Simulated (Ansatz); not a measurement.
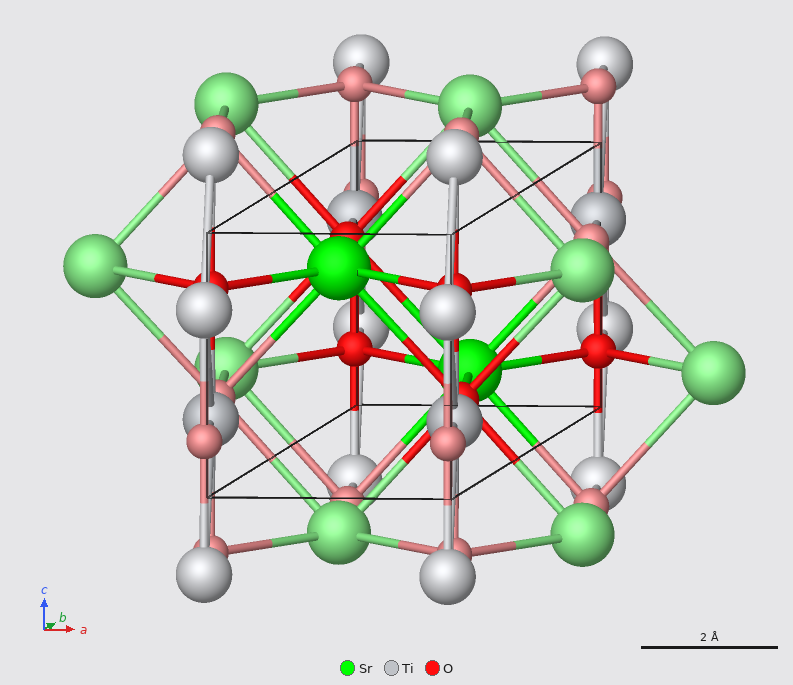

A ball-and-stick rendering, viewed slightly off an axis. The simulation cell is drawn as a box. Bonds that leave the box are completed with the atoms at their other ends, in fainter colours.

```yaml
crystal:
  lattice:
    - [3.59118, 0.00000, 0.00000]
    - [1.79559, -8.22295, 0.00000]
    - [0.00000, 0.00000, -3.94979]
  atoms:
    - { symbol: Sr, position: [0.33140, 0.33720, 0.75000] }
    - { symbol: Sr, position: [0.66860, 0.66280, 0.25000] }
    - { symbol: Ti, position: [0.06100, 0.87800, 0.75000] }
    - { symbol: Ti, position: [0.93900, 0.12200, 0.25000] }
    - { symbol: O, position: [0.94500, 0.11000, 0.75000] }
    - { symbol: O, position: [0.05500, 0.89000, 0.25000] }
    - { symbol: O, position: [0.17800, 0.64400, 0.75000] }
    - { symbol: O, position: [0.82200, 0.35600, 0.25000] }
```

Setup: DFT, PAW plane waves, PBE, spin-orbit in Ansatz; a cutoff energy of 420 eV, a 6×3×5 k-point grid, Fermi-Dirac smearing of 0.1 eV, spinor wavefunctions.

How are the electrons shared out in a Bader analysis?

Answer. Sr +1.43 e; Ti +1.33 e; O -1.40 to -1.36 e.

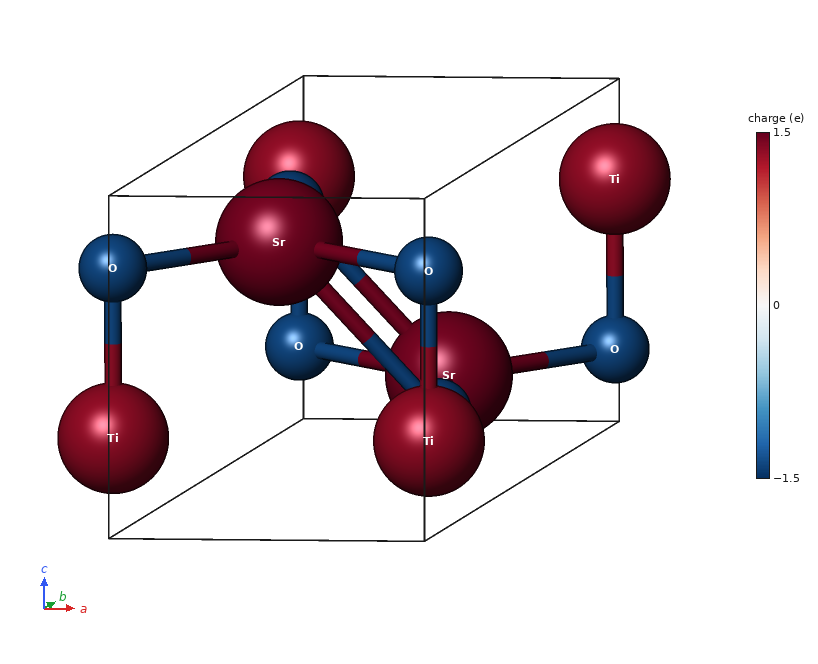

The atoms coloured by those charges.

Note that this is a generated cell, made by putting these elements into a known structure type (the compound may or may not exist in this form), and that it hasn't been relaxed. A calculation with Ansatz used it as input.

At this level of theory the cell isn't at rest (compressed, at 8 GPa and forces up to 1.5 eV/Å), so its distances can differ from those at equilibrium, the more so the softer the solid.
